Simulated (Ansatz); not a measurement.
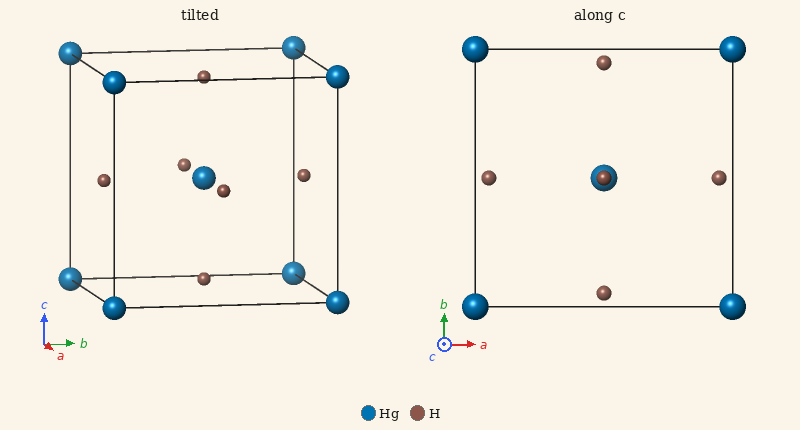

The structure above is drawn in ball-and-stick style and viewed slightly off an axis and along the c axis. One conventional unit cell is framed, with atoms on its boundary repeated.

HgH$_{3}$, space group Pm-3m (No. 221), a = 7.167 Å, b = 7.167 Å, c = 7.167 Å, α = 90.00°, β = 90.00°, γ = 90.00°. The structure was taken from a random cell made by a generator, so it need not be a real form of the compound. Earlier steps of the study may have refined or changed the cell and positions. Ansatz was used for an electronic-structure calculation on it.

This one geometry was computed with Ansatz (DFT, plane waves, PAW) at three levels of theory: r2SCAN, PBE with spin-orbit coupling and PBE.

**How does the band gap change with the level of theory?**

PBE with spin-orbit coupling: a gap of 4.42 eV, direct; PBE: a gap of 4.85 eV, direct; r2SCAN: a gap of 5.35 eV, direct.

**Collect the results in a table.**

| level | cutoff (eV) | k-mesh of the run's cell | gap (eV) | pressure (GPa) |
| --- | --- | --- | --- | --- |
| r2SCAN | 500 | 4×4×4 | 5.35 | -0.1 |
| PBE with spin-orbit coupling | 420 | 4×4×4 | 4.42 | 0.0 |
| PBE | 420 | 4×4×4 | 4.85 | 0.0 |

Gaps are taken on the k-mesh or band path of each run.
